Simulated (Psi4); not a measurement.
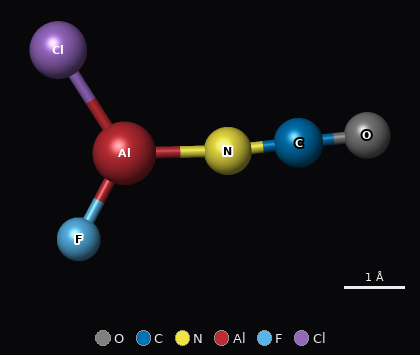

*The structure as given in the input (ball-and-stick view, seen on its broad side). Sticks mark near contacts.*

Bond lengths as drawn: Al–Cl 2.06 Å, Al–F 1.63 Å, Al–N 1.74 Å, C–N 1.20 Å and C–O 1.16 Å.

# Single-point calculation of CAlClFNO

System: CAlClFNO.
Method: HSE06/cc-pVDZ, RKS (Psi4 1.11).

The geometry comes from this level: PBE0-D4/def2-TZVP.

Log
```
Psi4 1.11 release

   => Loading Basis Set <=

    Name: CC-PVDZ
    Role: ORBITAL
    Keyword: BASIS

         ---------------------------------------------------------
                                   SCF
                              RKS Reference
                        1 Threads,   2098 MiB Core
         ---------------------------------------------------------

  ==> Geometry <==

    Molecular point group: c1
    Full point group: C1

    Geometry (in Bohr), charge = 0, multiplicity = 1:

       Center              X                  Y                   Z               Mass
    ------------   -----------------  -----------------  -----------------  -----------------
         O           -3.261667290000    -0.569374480000     4.448226320000    15.994914619570
         C           -1.954921680000    -0.462415980000     2.686434660000    12.000000000000
         N           -0.607357980000    -0.370953240000     0.872675520000    14.003074004430
         AL           1.312981710000     0.062549930000    -1.763870360000    26.981538530000
         F            2.606310270000    -2.396550670000    -3.103686190000    18.998403162730
         CL           1.984212430000     3.615801970000    -3.227274280000    34.968852682000

  Running in c1 symmetry.

  Rotational constants: A =      0.13168  B =      0.03545  C =      0.02793 [cm^-1]
  Rotational constants: A =   3947.61145  B =   1062.69878  C =    837.29787 [MHz]
  Nuclear repulsion =  298.716656658185684

  Charge       = 0
  Multiplicity = 1
  Electrons    = 60
  Nalpha       = 30
  Nbeta        = 30

  ==> Algorithm <==

  SCF Algorithm Type is PK.
  DIIS enabled.
  MOM disabled.
  Fractional occupation disabled.
  Guess Type is SAD.
  Energy threshold   = 1.00e-09
  Density threshold  = 1.00e-08
  Integral threshold = 1.00e-12

  ==> Primary Basis <==

  Basis Set: CC-PVDZ
    Blend: CC-PVDZ
    Number of shells: 40
    Number of basis functions: 92
    Number of Cartesian functions: 98
    Spherical Harmonics?: true
    Max angular momentum: 2

  ==> DFT Potential <==

   => LibXC <=

    Version 7.1.2

   => Composite Functional: HSE06 <=

    HSE06 Hyb-GGA Exchange-Correlation Functional

    Deriv               =              1
    GGA                 =           TRUE
    Meta                =          FALSE

    Exchange Hybrid     =           TRUE
    MP2 Hybrid          =          FALSE

   => Exchange Functionals <=

    1.0000   short-range part of the PBE (default w=0 gives PBEh) [omega = 0.1100]
    -0.2500   short-range part of the PBE (default w=0 gives PBEh) [omega = 0.1100]

   => Exact (HF) Exchange <=

    -0.2500            HF,LR [omega = 0.1100]
    0.2500               HF

   => Correlation Functionals <=

    1.0000   Perdew, Burke & Ernzerhof

   => LibXC Density Thresholds  <==

    XC_HYB_GGA_XC_HSE06:  1.00E-15

   => Molecular Quadrature <=

    Radial Scheme          =       TREUTLER
    Pruning Scheme         =           NONE
    Nuclear Scheme         =       TREUTLER

    Blocking Scheme        =         OCTREE
    BS radius alpha        =              1
    Pruning alpha          =              1
    Radial Points          =             99
    Spherical Points       =            590
    Total Points           =         334603
    Total Blocks           =           2507
    Max Points             =            256
    Max Functions          =             92
    Weights Tolerance      =       1.00E-15

  ==> Integral Setup <==

  Using in-core PK algorithm.
   Calculation information:
      Number of atoms:                   6
      Number of AO shells:              40
      Number of primitives:            188
      Number of atomic orbitals:        98
      Number of basis functions:        92

      Integral cutoff                 1.00e-12
      Number of threads:                 1

  Performing in-core PK
  Using 27458343 doubles for integral storage.
  We computed 269478 shell quartets total.
  Whereas there are 336610 unique shell quartets.

  Computing range-separated integrals for PK
  We computed 269478 wK shell quartets total.
  Whereas there are 336610 wK unique shell quartets.

  ==> DiskJK: Disk-Based J/K Matrices <==

    J tasked:                  Yes
    K tasked:                  Yes
    wK tasked:                 Yes
    Omega:               1.100E-01
    Memory [MiB]:              918
    Schwarz Cutoff:          1E-12

  Cached 100.0% of DFT collocation blocks in 0.640 [GiB].

  Minimum eigenvalue in the overlap matrix is 4.1974409802E-03.
  Reciprocal condition number of the overlap matrix is 1.0689153090E-03.
    Using symmetric orthogonalization.

  ==> Pre-Iterations <==

  SCF Guess: Superposition of Atomic Densities via on-the-fly atomic UHF (no occupation information).

   -------------------------
    Irrep   Nso     Nmo
   -------------------------
     A         92      92
   -------------------------
    Total      92      92
   -------------------------

  ==> Iterations <==

                        Total Energy        Delta E     RMS |[F,P]|

   @RKS iter SAD:  -969.62194858495491   -9.69622e+02   0.00000e+00
   @RKS iter   1:  -969.99206185340574   -3.70113e-01   9.25594e-03 ADIIS/DIIS
   @RKS iter   2:  -969.63948342693811    3.52578e-01   1.34394e-02 ADIIS/DIIS
   @RKS iter   3:  -970.25589296572468   -6.16410e-01   2.48969e-03 ADIIS/DIIS
   @RKS iter   4:  -970.27485699333067   -1.89640e-02   1.25043e-03 ADIIS/DIIS
   @RKS iter   5:  -970.27974998988725   -4.89300e-03   3.29832e-04 ADIIS/DIIS
   @RKS iter   6:  -970.28014599195080   -3.96002e-04   6.48952e-05 DIIS
   @RKS iter   7:  -970.28016056273259   -1.45708e-05   1.95477e-05 DIIS
   @RKS iter   8:  -970.28016161540177   -1.05267e-06   6.55355e-06 DIIS
   @RKS iter   9:  -970.28016177747236   -1.62071e-07   8.09005e-07 DIIS
   @RKS iter  10:  -970.28016178018993   -2.71757e-09   2.68132e-07 DIIS
   @RKS iter  11:  -970.28016178054304   -3.53111e-10   4.89644e-08 DIIS
   @RKS iter  12:  -970.28016178055452   -1.14824e-11   4.93011e-09 DIIS
  Energy and wave function converged.

  ==> Post-Iterations <==

   Electrons on quadrature grid:
      Ntotal   =   60.0000003635 ; deviation = 3.635e-07

    Orbital Energies [Eh]
    ---------------------

    Doubly Occupied:

       1A   -101.716438     2A    -56.254988     3A    -24.758003
       4A    -19.264089     5A    -14.404467     6A    -10.373666
       7A     -9.528328     8A     -7.257763     9A     -7.253386
      10A     -7.252584    11A     -4.261272    12A     -2.793975
      13A     -2.790766    14A     -2.789885    15A     -1.187119
      16A     -1.137428    17A     -0.955309    18A     -0.843635
      19A     -0.583420    20A     -0.515809    21A     -0.478241
      22A     -0.477803    23A     -0.473125    24A     -0.432888
      25A     -0.429532    26A     -0.406228    27A     -0.355354
      28A     -0.350334    29A     -0.322310    30A     -0.315841

    Virtual:

      31A     -0.051677    32A     -0.050484    33A      0.013370
      34A      0.057430    35A      0.059216    36A      0.092431
      37A      0.154064    38A      0.172106    39A      0.179623
      40A      0.221109    41A      0.260432    42A      0.276696
      43A      0.308523    44A      0.334572    45A      0.397530
      46A      0.409513    47A      0.462268    48A      0.466287
      49A      0.521956    50A      0.573169    51A      0.612515
      52A      0.672955    53A      0.685980    54A      0.717698
      55A      0.741511    56A      0.790289    57A      0.797651
      58A      0.831800    59A      0.863115    60A      0.874789
      61A      0.967717    62A      1.034405    63A      1.035937
      64A      1.092246    65A      1.096838    66A      1.128438
      67A      1.203662    68A      1.276043    69A      1.279433
      70A      1.311869    71A      1.329832    72A      1.377106
      73A      1.445992    74A      1.534181    75A      1.820813
      76A      1.821207    77A      1.983452    78A      2.222102
      79A      2.245861    80A      2.343661    81A      2.607877
      82A      2.608101    83A      2.712756    84A      2.889128
      85A      3.287841    86A      3.292081    87A      3.477046
      88A      3.571406    89A      3.580879    90A      3.587309
      91A      3.635537    92A      3.671658

    Final Occupation by Irrep:
              A
    DOCC [    30 ]
    NA   [    30 ]
    NB   [    30 ]

  @RKS Final Energy:  -970.28016178055452

   => Energetics <=

    Nuclear Repulsion Energy =            298.7166566581856841
    One-Electron Energy =               -1935.1874404932952984
    Two-Electron Energy =                 726.1081324701522135
    DFT Exchange-Correlation Energy =     -59.9175104155970857
    Empirical Dispersion Energy =           0.0000000000000000
    VV10 Nonlocal Energy =                  0.0000000000000000
    Total Energy =                       -970.2801617805545220

Computation Completed

Properties will be evaluated at   0.000000,   0.000000,   0.000000 [a0]

Properties computed using the SCF density matrix

 Multipole Moments:

 ------------------------------------------------------------------------------------
     Multipole            Electronic (a.u.)      Nuclear  (a.u.)        Total (a.u.)
 ------------------------------------------------------------------------------------

 L = 1.  Multiply by 2.5417464519 to convert [e a0] to [Debye]
 Dipole X            :        -32.1401129           32.1827917            0.0426788
 Dipole Y            :        -30.6208204           30.7866622            0.1658417
 Dipole Z            :         47.8318958          -47.9140060           -0.0821101
 Magnitude           :                                                    0.1899132

 ------------------------------------------------------------------------------------

	total time  =         61 seconds =       1.02 minutes

    Psi4 run time: 0:01:00.53
```

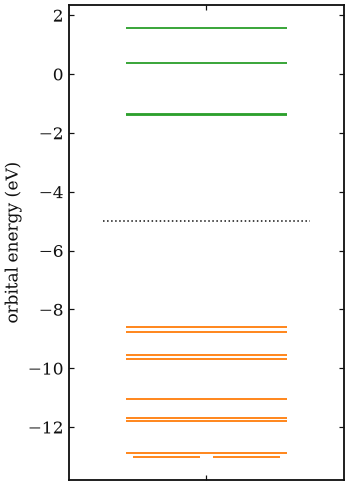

*Orbital energies near the frontier; the dotted line parts filled from empty levels, and levels within 0.02 eV of each other stand side by side.*

Highest filled −8.59 eV, lowest empty −1.41 eV, 7.18 eV apart.

The run was set up as follows.

The input (job.json)
```
{
  "schema_name": "qcschema_input",
  "schema_version": 1,
  "molecule": {
    "schema_name": "qcschema_molecule",
    "schema_version": 2,
    "symbols": ["O", "C", "N", "Al", "F", "Cl"],
    "geometry": [-3.26166729, -0.56937448, 4.44822632, -1.95492168, -0.46241598, 2.68643466, -0.60735798, -0.37095324, 0.87267552, 1.31298171, 0.06254993, -1.76387036, 2.60631027, -2.39655067, -3.10368619, 1.98421243, 3.61580197, -3.22727428],
    "molecular_charge": 0,
    "molecular_multiplicity": 1,
    "fix_symmetry": "c1",
    "fix_com": true,
    "fix_orientation": true
  },
  "driver": "energy",
  "model": {
    "method": "hse06",
    "basis": "cc-pVDZ"
  },
  "keywords": {
    "puream": true,
    "e_convergence": 1e-09,
    "d_convergence": 1e-08,
    "scf_type": "pk",
    "dft_radial_points": 99,
    "dft_spherical_points": 590
  }
}
```

Command:
```bash
psi4 --qcschema job.json -n 1 --memory 2200MB
```

Summary

- outcome: converged
- total energy: −970.280162 hartree
- basis functions: 92
- HOMO: −8.59 eV
- LUMO: −1.41 eV
- dipole moment: 0.48 D
- hardware: 1 thread of Intel Xeon @ 2.50GHz (Skylake/Cascade Lake), 32 GiB of memory available, shared host
- wall time: 62 s
- peak memory: 1.2 GiB
